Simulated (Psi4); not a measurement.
# ClFHSn (SMILES [F][SnH][Cl]): a first try and a second

Wanted: the energy in a field of ClFHSn, U-wB97/3-21G (DKH2, ddCOSMO dimethylsulfoxide, electric field (0.002, 0, 0) a.u.).

The calculation is run with Psi4 1.11.

## 1. The structure to begin with

ClFHSn: 4 atoms, total charge 0, spin state doublet. SMILES: `[F][SnH][Cl]`. The coordinates come from a PBE0-D4/def2-TZVP relaxation.

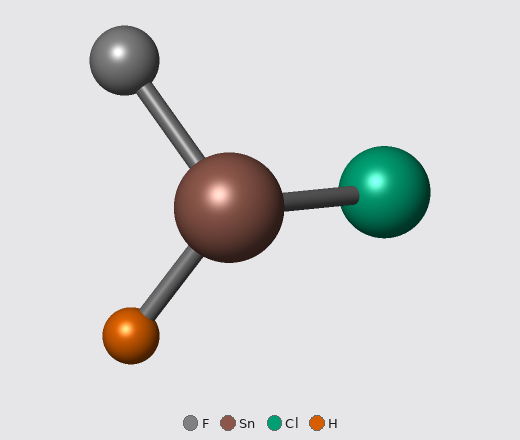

Viewed from a chosen angle; fluorine grey, tin brown, chlorine teal, hydrogen orange.

## 2. First attempt

input.inp

```
memory 1.6 GB

molecule mol {
  0 2
  F     -1.514800     0.261000     0.860600
  Sn    -0.250500    -0.208700    -0.509900
  Cl     1.378000    -1.422400     0.633500
  H      0.442800     1.309900    -1.004300
  symmetry c1
  no_reorient
  no_com
}

set {
  basis 3-21G
  reference uks
  scf_type pk
  perturb_h true
  perturb_with dipole
  perturb_dipole [0.002, 0.0, 0.0]
  d_convergence 1e-16
  maxiter 80
  relativistic dkh
  dkh_order 2
  ddx true
  ddx_model cosmo
  ddx_solvent dimethylsulfoxide
  ddx_radii_set uff
}

e_tot, wfn = energy("wb97", return_wfn=True)
```

Command:

```bash
$ psi4 input.inp input.out -n 1
```

input.out:

```text
Psi4 1.11 release

Relativistic analytic gradients are not implemented yet, re-routing to finite differences.
  PCM or DDX continuum solvation does not make use of molecular symmetry: further calculations in C1 point group.

   => Loading Basis Set <=

    Name: 3-21G
    Role: ORBITAL
    Keyword: BASIS

         ---------------------------------------------------------
                                   SCF
                              UKS Reference
                        1 Threads,   1525 MiB Core
         ---------------------------------------------------------

  ==> Geometry <==

    Molecular point group: c1
    Full point group: C1

    Geometry (in Angstrom), charge = 0, multiplicity = 2:

[... 205 lines left out ...]
                        Total Energy        Delta E     RMS |[F,P]|
[... 4 lines left out ...]
   @UKS iter   3: -6659.98484723100682   -5.16885e-03   9.21889e-04 DIIS/ADIIS
[... 3 lines left out ...]
   @UKS iter   7: -6659.98615301243808   -1.45710e-05   1.01619e-05 DIIS
[... 4 lines left out ...]
   @UKS iter  72: -6659.98615416222219    0.00000e+00   3.85150e-13 DIIS
[... 3 lines left out ...]
   @UKS iter  76: -6659.98615416222037   -4.54747e-12   3.61039e-13 DIIS
[... 3 lines left out ...]
   @UKS iter  80: -6659.98615416222128   -3.63798e-12   3.76793e-13 DIIS
[... 1 line left out ...]
PsiException: Could not converge SCF iterations in 80 iterations.

  Failed to converge.

psi4.driver.p4util.exceptions.SCFConvergenceError: Could not converge SCF iterations in 80 iterations.

Printing out the relevant lines from the Psithon --> Python processed input file:
    core.set_global_option("DKH_ORDER", 2)
    core.set_global_option("DDX", "true")
    core.set_global_option("DDX_MODEL", "cosmo")
    core.set_global_option("DDX_SOLVENT", "dimethylsulfoxide")
    core.set_global_option("DDX_RADII_SET", "uff")
--> e_tot, wfn = energy("wb97", return_wfn=True)

!------------------------------------------------------!
!                                                      !
!  Could not converge SCF iterations in 80 iterations. !
!                                                      !
!------------------------------------------------------!

    Psi4 run time: 0:00:35.36
```

Wall time 37 s (1 thread of Intel Xeon Platinum 8488C (Sapphire Rapids), shared host); peak memory 0.34 GiB.

## 3. What went wrong

The run stopped without converging.

The telling line is `Could not converge SCF iterations in 80 iterations.`. What is wrong: the convergence threshold is tighter than the arithmetic can reach. To mend it: density convergence threshold at its default in place of 1e-16.

## 4. Second attempt

clfhsn.dat

```
memory 1600 mb

molecule {
  0 2
  F     -1.514800     0.261000     0.860600
  Sn    -0.250500    -0.208700    -0.509900
  Cl     1.378000    -1.422400     0.633500
  H      0.442800     1.309900    -1.004300
  symmetry c1
  no_reorient
  no_com
}

set {
  basis 3-21G
  reference uks
  scf_type pk
  perturb_h true
  perturb_with dipole
  perturb_dipole [0.002, 0.0, 0.0]
  relativistic dkh
  dkh_order 2
  ddx true
  ddx_model cosmo
  ddx_solvent dimethylsulfoxide
  ddx_radii_set uff
}

energy_value, wavefunction = energy('wb97', return_wfn=True)
```

Command:

```bash
$ psi4 clfhsn.dat clfhsn.out -n 1
```

clfhsn.out:

```text
Psi4 1.11 release

Relativistic analytic gradients are not implemented yet, re-routing to finite differences.
  PCM or DDX continuum solvation does not make use of molecular symmetry: further calculations in C1 point group.

   => Loading Basis Set <=

    Name: 3-21G
    Role: ORBITAL
    Keyword: BASIS

         ---------------------------------------------------------
                                   SCF
                              UKS Reference
                        1 Threads,   1525 MiB Core
         ---------------------------------------------------------

  ==> Geometry <==

    Molecular point group: c1
    Full point group: C1

    Geometry (in Angstrom), charge = 0, multiplicity = 2:

[... 208 lines left out ...]
   @UKS iter   1: -6659.79754325362592   -4.25642e+00   1.10540e-02 DIIS/ADIIS
[... 3 lines left out ...]
   @UKS iter   5: -6659.98609689179830   -2.28889e-04   9.06956e-05 DIIS
[... 3 lines left out ...]
   @UKS iter   9: -6659.98615414789947   -8.38481e-08   8.68748e-07 DIIS
[... 11 lines left out ...]
   @S^2 Observed:                7.563952679E-01
[... 48 lines left out ...]
  @UKS Final Energy: -6659.98615414789947
[... 6 lines left out ...]
    DFT Exchange-Correlation Energy =    -185.4527100601116842
[... 3 lines left out ...]
    Total Energy =                      -6659.9861541478994695
[... 10 lines left out ...]
Computation Completed

Properties will be evaluated at   0.000000,   0.000000,   0.000000 [a0]

Properties computed using the SCF density matrix

 Multipole Moments:

 ------------------------------------------------------------------------------------
     Multipole            Electronic (a.u.)      Nuclear  (a.u.)        Total (a.u.)
 ------------------------------------------------------------------------------------

 L = 1.  Multiply by 2.5417464519 to convert [e a0] to [Debye]
 Dipole X            :          3.6039936           -4.3263390           -0.7223454
 Dipole Y            :         59.1505204          -58.5000627            0.6504577
 Dipole Z            :         13.4573417          -15.0883293           -1.6309876
 Magnitude           :                                                    1.8986834

 ------------------------------------------------------------------------------------

	total time  =          7 seconds =       0.12 minutes

    Psi4 run time: 0:00:07.65
```

Run time: 9.3 s. Hardware: 1 thread of Intel Xeon Platinum 8488C (Sapphire Rapids), shared host; peak memory 0.33 GiB.

## 5. Outcome

At U-wB97/3-21G (DKH2, ddCOSMO dimethylsulfoxide, electric field (0.002, 0, 0) a.u.):

| quantity | value |
| --- | --- |
| total energy | -6659.98615 Eh |
| dipole moment | 4.83 D |
| solvent term in the energy | -38.6 kJ/mol |
| ⟨S²⟩ | 0.756 |

In words: The basis was contracted for non-relativistic atoms, which limits what the relativistic Hamiltonian can do in the core.
